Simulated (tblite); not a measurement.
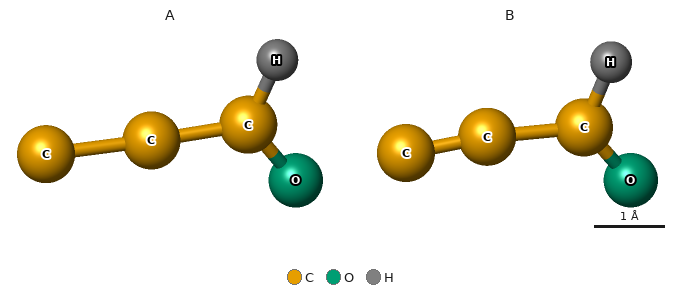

Two geometries of C₃HO (multiplicity 2), drawn at one scale. One is the start of a relaxation, the other its converged end. The picture is a ball-and-stick view, seen at a tilt.

These are results of GFN2-xTB geometry optimisation, gas phase (tblite 0.8.0), not measurements. 

Which one is relaxed?

Answer. Structure B is the relaxed one. After 19 geometry steps the energy has fallen by 67.0 kcal/mol. A C atom moves most after the best rigid fit: 0.30 Å. By element the largest moves are C 0.30 Å, H 0.10 Å, O 0.07 Å. Near-neighbour distances that change, for instance: C–C 1.560 → 1.204 Å, C–O 1.240 → 1.192 Å. Bond angles that change, for instance: C–C–H 116.1° → 109.9°, C–C–O 121.3° → 126.9°, C–C–C 177.3° → 173.3°. Cost: 0.04 s on 1 thread of Arm Neoverse V2, on a shared host.
